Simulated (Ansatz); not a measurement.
# AlH₄+ (quintet): from Hartree-Fock to the top rungs, cc-pVTZ

How much of the correlation energy of AlH₄+ (quintet) does each wave-function method recover here?

Method: cc-pVTZ, core rule «outside noble gas», up to 5 orbitals frozen; program: Ansatz 0.2.0, Gaussian basis.

The runs, in order: UHF; CCSD(T) on ROHF; CCSD(T) on UHF; BCCD(T) on ROHF; CCSDT(Q) on ROHF; CCSDT(Q) on UHF.

7 further runs of the same task are left out: 3 for a known fault of the program, 4 set aside as unsound or not needed.

### 1 The geometry

The geometry is a PBE0/def2-TZVP stationary point (not a proven minimum) of the parent state, kept for this charge and spin.

5 atoms, charge 1, spin multiplicity 5.

Atoms are counted from 1 here; the program's logs count them from 0.

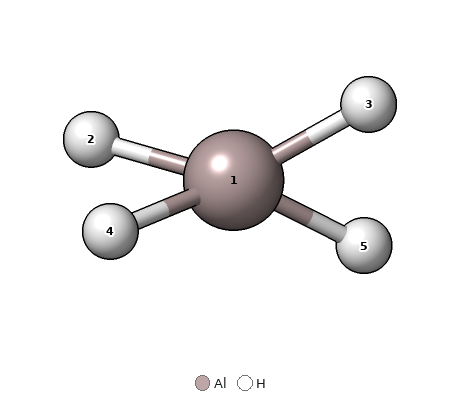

The structure; aluminium light grey, hydrogen white; atoms are numbered from 1 in the order of the file.

In the tables R marks a restricted open-shell determinant and U an unrestricted one; energies count from the table's Hartree-Fock row.

### 2 UHF

Input file in.yaml:

```yaml
crystal:
  periodic: [false, false, false]
  atoms:
    - {symbol: Al, position_ang: [0.000000, 0.000000, 0.000000]}
    - {symbol: H, position_ang: [0.621180, 1.410429, 0.625916]}
    - {symbol: H, position_ang: [-0.624953, -1.407416, 0.628935]}
    - {symbol: H, position_ang: [-0.629895, 1.403521, -0.632699]}
    - {symbol: H, position_ang: [0.633669, -1.406534, -0.622152]}
basis:
  gaussian: {orbitals: cc-pVTZ}
total_charge: 1
magnetization: {spin_polarized: true, initial_magnetization: 4}
hamiltonian: {xc: hf}
output: {orbitals: {seedname: orbitals}}
```

Launch:

```console
> ansatz run in.yaml --threads 1 --pin off --events-out ev --progress --plain --max-ram 4096MiB --backend cpu
```

Standard output:

```text
Functional definition: HF
  name "HF"
  cite "Fock, Z. Phys. 61, 126 (1930) doi:10.1007/BF01340294"
  parent pbe
  exchange = exact_x
  correlation = 0
582 factors; their error is unknown
mean field evaluation 1: about -6625.9657 eV, gradient 7.4e0 eV
mean field evaluation 2: about -6626.6537 eV, gradient 3.0e0 eV
mean field evaluation 4: about -6626.8258 eV, gradient 2.1e-1 eV
mean field evaluation 8: about -6626.9246 eV, gradient 1.9e-4 eV
mean field evaluation 16: about -6626.9519 eV, gradient 3.6e-1 eV
mean field evaluation 32: about -6626.9246 eV, gradient 2.6e-6 eV
mean field evaluation 64: about -6626.8588 eV, gradient 9.8e-1 eV
mean field evaluation 96: about -6626.7080 eV, gradient 1.3e0 eV
mean field evaluation 128: about -6626.4539 eV, gradient 3.0e0 eV
mean field evaluation 160: about -6626.4484 eV, gradient 6.1e-1 eV
mean field -6627.00313003 eV, -243.5378730846 hartree, gradient 2.0e-5 eV, S^2 6.051215; 6 other end points of the search recorded, 0 dependent functions left out
reference -6627.00313003 eV, -243.5378730846 hartree; 10, 6 occupied and 80, 84 virtual orbitals, 582 factors
Total energy: -6627.00313003 eV, -243.5378730846 hartree
```

It took 2.2 s on 1 thread of AMD EPYC 7R13, shared host.

From the report: ⟨S²⟩ of the determinant 6.051 (pure quintet: 6.00).

### 3 CCSD(T) on ROHF

in.yaml: that of step 2 with these lines changed.

```diff
@@ -11,4 +11,4 @@
 total_charge: 1
-magnetization: {spin_polarized: true, initial_magnetization: 4}
-hamiltonian: {xc: hf}
-output: {orbitals: {seedname: orbitals}}
+magnetization: {spin_polarized: false, initial_magnetization: 4}
+correlation: {method: ccsd_t, electrons: outside_noble_gas}
+output: {forces: true}
```

Same command.

Standard output, shortened:

```text
Functional definition: HF
  name "HF"
  cite "Fock, Z. Phys. 61, 126 (1930) doi:10.1007/BF01340294"
  parent pbe
[...]
513 factors; integrals over basis functions are off by at most 1.1e-3 eV
[...]
mean field -6626.74487974 eV, -243.5283825614 hartree, gradient 2.5e-6 eV, S^2 6.000000; 12 other end points of the search recorded, 0 dependent functions left out
[...]
determinant -6626.74487974 eV, -243.5283825614 hartree, with singles and doubles -6629.42535737 eV, -243.6268882974 hartree
determinant -6626.73609653 eV, -243.5280597845 hartree, with singles and doubles -6629.16362210 eV, -243.6172697035 hartree
determinant -6626.69797470 eV, -243.5266588330 hartree, with singles and doubles -6629.34346134 eV, -243.6238786739 hartree
determinant -6626.11862090 eV, -243.5053679735 hartree, with singles and doubles -6628.64438481 eV, -243.5981880852 hartree
[...]
reference -6626.74487974 eV, -243.5283825614 hartree; 5, 1 occupied and 80, 84 virtual orbitals, 513 factors
second order -1.87935604 eV of doubles, -0.13374038 eV of singles
cycle   1  -2.61165782 eV  change    1.4e-6 eV  update   5.6e-6
[...]
cycle   6  -2.61165437 eV  change   -5.8e-7 eV  update   2.9e-7
perturbative correction -0.10015976 eV, -0.0036808033 hartree
[...]
Total energy: -6629.45669387 eV, -243.6280398927 hartree
Atom 0 at     0.000000     0.000000     0.000000 Å, force     0.000000    -0.000000     0.000000 eV/Å
Atom 1 at     0.621180     1.410429     0.625916 Å, force     0.886034     2.363012     0.893037 eV/Å
Atom 2 at    -0.624953    -1.407416     0.628935 Å, force    -0.891423    -2.358708     0.899029 eV/Å
Atom 3 at    -0.629895     1.403521    -0.632699 Å, force    -0.900640     2.353144    -0.904405 eV/Å
Atom 4 at     0.633669    -1.406534    -0.622152 Å, force     0.906029    -2.357448    -0.887661 eV/Å
Dipole moment:    -0.000000    -0.000000    -0.000000 e Å
```

Run time: 27 s. Hardware: 1 thread of AMD EPYC 7R13, shared host; peak memory 0.66 GiB.

From the report: correlation -2.7118 eV; T1 0.034; largest double amplitude 0.11.

### 4 CCSD(T) on UHF

in.yaml: that of step 3 with these lines changed.

```diff
@@ -11,3 +11,3 @@
 total_charge: 1
-magnetization: {spin_polarized: false, initial_magnetization: 4}
+magnetization: {spin_polarized: true, initial_magnetization: 4}
 correlation: {method: ccsd_t, electrons: outside_noble_gas}
```

The command is unchanged.

Standard output, shortened:

```text
Functional definition: HF
  name "HF"
  cite "Fock, Z. Phys. 61, 126 (1930) doi:10.1007/BF01340294"
  parent pbe
[...]
513 factors; integrals over basis functions are off by at most 1.1e-3 eV
[...]
mean field -6627.00329877 eV, -243.5378792858 hartree, gradient 2.4e-6 eV, S^2 6.051215; 16 other end points of the search recorded, 0 dependent functions left out
determinant -6627.00329877 eV, -243.5378792858 hartree, with singles and doubles -6629.26342666 eV, -243.6209374535 hartree
determinant -6626.92478073 eV, -243.5349938010 hartree, with singles and doubles -6629.41516208 eV, -243.6265136275 hartree
determinant -6626.48372367 eV, -243.5187852528 hartree, with singles and doubles -6628.66701038 eV, -243.5990195597 hartree
determinant -6624.09167740 eV, -243.4308791737 hartree, with singles and doubles -6627.04370709 eV, -243.5393642641 hartree
[...]
reference -6626.92478073 eV, -243.5349938010 hartree; 5, 1 occupied and 80, 84 virtual orbitals, 513 factors
second order -1.80445738 eV of doubles, -0.00000000 eV of singles
cycle   1  -2.43458725 eV  change    9.9e-7 eV  update   5.5e-6
[...]
cycle   6  -2.43458359 eV  change   -5.3e-7 eV  update   3.0e-7
perturbative correction -0.09795198 eV, -0.0035996689 hartree
[...]
Total energy: -6629.45731630 eV, -243.6280627666 hartree
Atom 0 at     0.000000     0.000000     0.000000 Å, force    -0.000000     0.000000    -0.000000 eV/Å
Atom 1 at     0.621180     1.410429     0.625916 Å, force     0.885715     2.362852     0.892716 eV/Å
Atom 2 at    -0.624953    -1.407416     0.628935 Å, force    -0.891102    -2.358551     0.898710 eV/Å
Atom 3 at    -0.629895     1.403521    -0.632699 Å, force    -0.900321     2.352990    -0.904084 eV/Å
Atom 4 at     0.633669    -1.406534    -0.622152 Å, force     0.905708    -2.357291    -0.887343 eV/Å
Dipole moment:     0.000000    -0.000000     0.000000 e Å
```

It took 23 s on 1 thread of AMD EPYC 7R13, shared host; peak memory 0.66 GiB.

From the report: ⟨S²⟩ of the determinant 6.014 (pure quintet: 6.00); correlation -2.5325 eV; T1 0.029; largest double amplitude 0.11.

### 5 BCCD(T) on ROHF

in.yaml: that of step 4 with these lines changed.

```diff
@@ -11,4 +11,3 @@
 total_charge: 1
-magnetization: {spin_polarized: true, initial_magnetization: 4}
-correlation: {method: ccsd_t, electrons: outside_noble_gas}
-output: {forces: true}
+magnetization: {spin_polarized: false, initial_magnetization: 4}
+correlation: {method: bccd_t, electrons: outside_noble_gas}
```

Launch:

```console
> ansatz run in.yaml --threads 2 --pin off --events-out ev --progress --plain --max-ram 24576MiB --backend cuda --devices 0, --max-vram 18GiB
```

Standard output, shortened:

```text
Functional definition: HF
  name "HF"
  cite "Fock, Z. Phys. 61, 126 (1930) doi:10.1007/BF01340294"
  parent pbe
[...]
513 factors; integrals over basis functions are off by at most 1.1e-3 eV
[...]
mean field -6626.74487974 eV, -243.5283825614 hartree, gradient 2.5e-6 eV, S^2 6.000000; 12 other end points of the search recorded, 0 dependent functions left out
[...]
determinant -6626.74487974 eV, -243.5283825614 hartree, with singles and doubles -6629.42535756 eV, -243.6268883045 hartree
determinant -6626.73609653 eV, -243.5280597845 hartree, with singles and doubles -6629.16362214 eV, -243.6172697052 hartree
determinant -6626.69797470 eV, -243.5266588330 hartree, with singles and doubles -6629.34345760 eV, -243.6238785364 hartree
determinant -6626.11862090 eV, -243.5053679735 hartree, with singles and doubles -6628.64438429 eV, -243.5981880660 hartree
determinant -6623.78839901 eV, -243.4197338986 hartree, with singles and doubles -6627.08082498 eV, -243.5407283214 hartree
determinant -6626.74487974 eV, -243.5283825614 hartree, with singles and doubles -6629.35653782 eV, -243.6243592256 hartree
determinant -6626.73609653 eV, -243.5280597845 hartree, with singles and doubles -6629.28698198 eV, -243.6218030955 hartree
determinant -6626.69797470 eV, -243.5266588330 hartree, with singles and doubles -6629.33641069 eV, -243.6236195673 hartree
5 core orbitals not correlated: weight in the atoms' cores, before any rotation towards them, 1.000 or more for the frozen orbitals, at most 0.000 for the correlated occupied ones
reference -6626.74487974 eV, -243.5283825614 hartree; 5, 1 occupied and 80, 84 virtual orbitals, 513 factors
second order -1.87935604 eV of doubles, -0.13374038 eV of singles
cycle   1  -2.60727399 eV  change    4.4e-3 eV  update   5.7e-3
[...]
cycle   9  -2.60079709 eV  change    3.5e-6 eV  update   2.4e-6
perturbative correction -0.10797936 eV, -0.0039681682 hartree
Total energy: -6629.45365619 eV, -243.6279282597 hartree
```

It took 20 s on 1 × H100 (card shared with other runs) with 2 threads of AMD EPYC 7R13, shared host; peak host memory 0.86 GiB.

From the report: correlation -2.7088 eV; largest double amplitude 0.11.

### 6 CCSDT(Q) on ROHF

in.yaml: that of step 5 with these lines changed.

```diff
@@ -12,2 +12,2 @@
 magnetization: {spin_polarized: false, initial_magnetization: 4}
-correlation: {method: bccd_t, electrons: outside_noble_gas}
+correlation: {method: ccsdt_q, electrons: outside_noble_gas}
```

Launched as before.

Standard output, shortened:

```text
Functional definition: HF
  name "HF"
  cite "Fock, Z. Phys. 61, 126 (1930) doi:10.1007/BF01340294"
  parent pbe
[...]
1156 factors; integrals over basis functions are off by at most 1.9e-7 eV
[...]
mean field -6626.74489660 eV, -243.5283831810 hartree, gradient 3.0e-6 eV, S^2 6.000000; 12 other end points of the search recorded, 0 dependent functions left out
[...]
determinant -6626.74489660 eV, -243.5283831810 hartree, with singles and doubles -6629.42536865 eV, -243.6268887121 hartree
determinant -6626.73611198 eV, -243.5280603522 hartree, with singles and doubles -6629.16363206 eV, -243.6172700697 hartree
determinant -6626.69799086 eV, -243.5266594269 hartree, with singles and doubles -6629.34346655 eV, -243.6238788654 hartree
determinant -6626.11863587 eV, -243.5053685238 hartree, with singles and doubles -6628.64439290 eV, -243.5981883824 hartree
determinant -6623.78841268 eV, -243.4197344010 hartree, with singles and doubles -6627.08078766 eV, -243.5407269499 hartree
determinant -6626.74489660 eV, -243.5283831810 hartree, with singles and doubles -6629.35654152 eV, -243.6243593616 hartree
determinant -6626.73611198 eV, -243.5280603522 hartree, with singles and doubles -6629.28698464 eV, -243.6218031934 hartree
determinant -6626.69799086 eV, -243.5266594269 hartree, with singles and doubles -6629.33641362 eV, -243.6236196748 hartree
5 core orbitals not correlated: weight in the atoms' cores, before any rotation towards them, 1.000 or more for the frozen orbitals, at most 0.000 for the correlated occupied ones
reference -6626.74489660 eV, -243.5283831810 hartree; 5, 1 occupied and 80, 84 virtual orbitals, 1156 factors
second order -1.87935114 eV of doubles, -0.13374035 eV of singles
cycle   1  -2.34708055 eV  change   -3.3e-1 eV  update   7.1e-2
[...]
cycle  14  -2.74069053 eV  change    4.5e-7 eV  update   6.9e-7
perturbative correction -0.00374940 eV, -0.0001377880 hartree
Total energy: -6629.48933653 eV, -243.6292394881 hartree
```

It took 37 s on 1 × H100 (card shared with other runs) with 2 threads of AMD EPYC 7R13, shared host; peak host memory 0.86 GiB.

From the report: correlation -2.7444 eV; T1 0.034; largest double amplitude 0.12.

### 7 CCSDT(Q) on UHF

in.yaml: that of step 6 with these lines changed.

```diff
@@ -11,3 +11,3 @@
 total_charge: 1
-magnetization: {spin_polarized: false, initial_magnetization: 4}
+magnetization: {spin_polarized: true, initial_magnetization: 4}
 correlation: {method: ccsdt_q, electrons: outside_noble_gas}
```

Launched as before.

Standard output, shortened:

```text
Functional definition: HF
  name "HF"
  cite "Fock, Z. Phys. 61, 126 (1930) doi:10.1007/BF01340294"
  parent pbe
[...]
1156 factors; integrals over basis functions are off by at most 1.9e-7 eV
[...]
mean field -6627.00331481 eV, -243.5378798752 hartree, gradient 2.4e-6 eV, S^2 6.051215; 16 other end points of the search recorded, 0 dependent functions left out
determinant -6627.00331481 eV, -243.5378798752 hartree, with singles and doubles -6629.27205874 eV, -243.6212546766 hartree
determinant -6626.92479750 eV, -243.5349944170 hartree, with singles and doubles -6629.41982545 eV, -243.6266850030 hartree
determinant -6626.48373889 eV, -243.5187858123 hartree, with singles and doubles -6628.66889355 eV, -243.5990887649 hartree
determinant -6624.09169122 eV, -243.4308796817 hartree, with singles and doubles -6627.05572284 eV, -243.5398058348 hartree
determinant -6624.07360476 eV, -243.4302150165 hartree, with singles and doubles -6627.09206871 eV, -243.5411415208 hartree
determinant -6627.00331481 eV, -243.5378798752 hartree, with singles and doubles -6629.33227637 eV, -243.6234676338 hartree
determinant -6626.92479750 eV, -243.5349944170 hartree, with singles and doubles -6629.35936239 eV, -243.6244630268 hartree
5 core orbitals not correlated: weight in the atoms' cores, before any rotation towards them, 1.000 or more for the frozen orbitals, at most 0.000 for the correlated occupied ones
reference -6626.92479750 eV, -243.5349944170 hartree; 5, 1 occupied and 80, 84 virtual orbitals, 1156 factors
second order -1.80445223 eV of doubles, -0.00000000 eV of singles
cycle   1  -2.15205316 eV  change   -3.5e-1 eV  update   7.2e-2
[...]
cycle  14  -2.56179643 eV  change    4.0e-7 eV  update   7.2e-7
perturbative correction -0.00381136 eV, -0.0001400648 hartree
Total energy: -6629.49040528 eV, -243.6292787642 hartree
```

Run time: 43 s. Hardware: 1 × H100 (card shared with other runs) with 2 threads of AMD EPYC 7R13, shared host; peak host memory 0.86 GiB.

From the report: ⟨S²⟩ of the determinant 6.014 (pure quintet: 6.00); correlation -2.5656 eV; T1 0.029; largest double amplitude 0.12.

### 8 Misses and costs

The yardstick is UCCSDT(Q), where the cluster series has nearly closed. Rows without a time come out of other runs: HF, MP2 and CCSD of CCSD(T), CCSDT of CCSDT(Q). The times of RCCSD(T), UCCSD(T) include forces.

Differences are taken before rounding.

| method | energy from the lowest RHF (meV) | from UCCSDT(Q) (meV) | time |
| --- | --- | --- | --- |
| RHF | 0.0 | +2745.5 |  |
| UHF | -258.3 | +2487.3 | 2.2 s |
| RMP2 | -2013.1 | +732.4 |  |
| UMP2 | -1984.4 | +761.2 |  |
| RCCSD | -2611.7 | +133.9 |  |
| UCCSD | -2614.5 | +131.0 |  |
| RCCSD(T) | -2711.8 | +33.7 | 27 s |
| UCCSD(T) | -2712.4 | +33.1 | 23 s |
| BCCD(T) | -2708.8 | +36.7 | 20 s (GPU) |
| RCCSDT | -2740.7 | +4.8 |  |
| UCCSDT | -2741.7 | +3.8 |  |
| RCCSDT(Q) | -2744.5 | +1.1 | 37 s (GPU) |
| UCCSDT(Q) | -2745.5 | 0 | 43 s (GPU) |

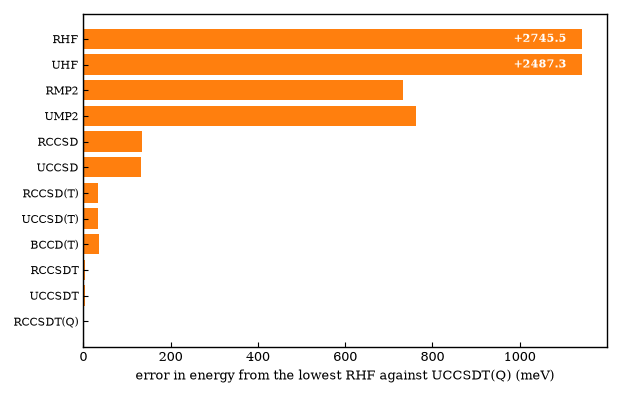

Deviations from UCCSDT(Q), method by method. Bars with a number in them are cut short.

Some runs used a GPU and others CPU threads alone; cost is compared among the CPU runs only.

### 9 Summary of results

```
                         quantity                                                   value
   UCCSDT(Q) below the RHF energy                                              -2.7455 eV
              RMP2 from UCCSDT(Q)                                              +732.4 meV
              UMP2 from UCCSDT(Q)                                              +761.2 meV
             RCCSD from UCCSDT(Q)                                              +133.9 meV
          RCCSD(T) from UCCSDT(Q)                                               +33.7 meV
          UCCSD(T) from UCCSDT(Q)                                               +33.1 meV
         RCCSDT(Q) from UCCSDT(Q)                                                +1.1 meV
levels within 1 kcal/mol (43 meV)  RCCSD(T), UCCSD(T), BCCD(T), RCCSDT, UCCSDT, RCCSDT(Q)
                    T1 diagnostic                                                   0.034
```

RCCSD(T) misses by +33.7 meV, 1.2 % of the correlation energy. Coupled cluster took another determinant than the lowest Hartree-Fock one. These misses are within one basis, not against nature; the frozen cores of restricted and unrestricted runs differ, which can shift their rows.
